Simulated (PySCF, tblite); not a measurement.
# C3H11BN2Si: geometry, infrared bands and NMR shifts

Wanted: the infrared bands and NMR shifts of C3H11BN2Si (`B[C@@H]1CC[Si]1(N)N`), by calculation.

Computed with tblite 0.8.0 and PySCF 2.14.0, with density-fitted response routines of our own, on a single molecule in the gas phase. Atoms count from 0, in the outputs and in this text.

## (1) Starting geometry

18 atoms, charge 0, multiplicity 1; geometry from: force field or distance geometry start.

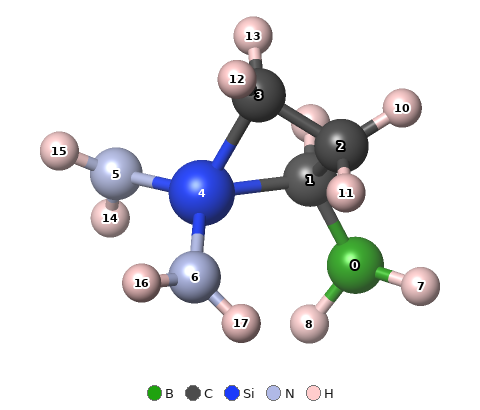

The starting geometry (boron green, carbon dark grey, silicon blue, nitrogen light blue, hydrogen pink), atoms numbered.

## (2) Geometry optimisation with GFN2-xTB

Job settings and geometry (Å):

```
{"job": {"kind": "relax", "xc": "GFN2-xTB", "basis": "xTB"}, "charge": 0, "multiplicity": 1}
B     -1.275900     1.868800    -0.089400
C     -1.080100     0.310000    -0.075500
C     -0.891700    -0.309000     1.304800
C     -0.288300    -1.492100     0.620800
Si     0.622700    -0.301300    -0.468700
N      0.784800    -0.765000    -2.165300
N      1.898800     0.542900     0.325800
H     -1.520400     2.384800     0.965300
H     -0.555000     2.499000    -0.791700
H     -1.856400    -0.285100    -0.606900
H     -1.902600    -0.451300     1.753500
H     -0.173700     0.165000     1.970400
H      0.423400    -2.087500     1.261000
H     -0.965400    -2.192700     0.112200
H      0.716900     0.002700    -2.854000
H      1.480200    -1.496800    -2.356600
H      2.850000     0.180800     0.311800
H      1.724000     1.433100     0.770900
```

Launch:

```console
$ OMP_NUM_THREADS=1 python probes_run.py task.json out
```

This one command runs all jobs of the session in turn.

**Question.** This job is followed by: GFN2-xTB harmonic vibrations, gas phase; GIAO PBE0/pcSseg-1 NMR shielding, non-relativistic, gas phase. Predict these results of the whole session: strongest single infrared mode (GFN2-xTB); zero-point energy (GFN2-xTB); 13C shifts against TMS (PBE0/pcSseg-1); 1H shifts against TMS (PBE0/pcSseg-1, means over atoms taken as alike); 11B shifts against BF3·OEt2 (PBE0/pcSseg-1); 29Si shifts against TMS (PBE0/pcSseg-1); 15N shifts against NH3 (PBE0/pcSseg-1).

**Answer**, as computed:

```
                                                              quantity                                               value
                             strongest single infrared mode (GFN2-xTB)                                899 cm⁻¹, 211 km/mol
                                          zero-point energy (GFN2-xTB)                                       90.0 kcal/mol
                                13C shifts against TMS (PBE0/pcSseg-1)                                63.5, 26.3, 24.9 ppm
1H shifts against TMS (PBE0/pcSseg-1, means over atoms taken as alike)  7.25, 3.84, 2.34, 2.31, 1.81, 1.44, 0.83, 0.58 ppm
                           11B shifts against BF3·OEt2 (PBE0/pcSseg-1)                                            76.3 ppm
                               29Si shifts against TMS (PBE0/pcSseg-1)                                             1.5 ppm
                                15N shifts against NH3 (PBE0/pcSseg-1)                                      39.9, 33.4 ppm
```

Over 97 steps the energy fell by 1.576 eV; of the close pairs, C1–Si4 changed most, 1.851 to 1.938 Å. No mode is imaginary among the 48: a minimum at this level. The strongest single mode, at 899 cm⁻¹, is spread over many atoms; the largest shares are those of Si4, N5. Unscaled tight-binding wavenumbers are off by several per cent, some by more. Its intensities can rank the bands wrongly. At PBE0/pcSseg-1: The largest span, 183 ppm, is at B0, where the paramagnetic term is -169 ppm.
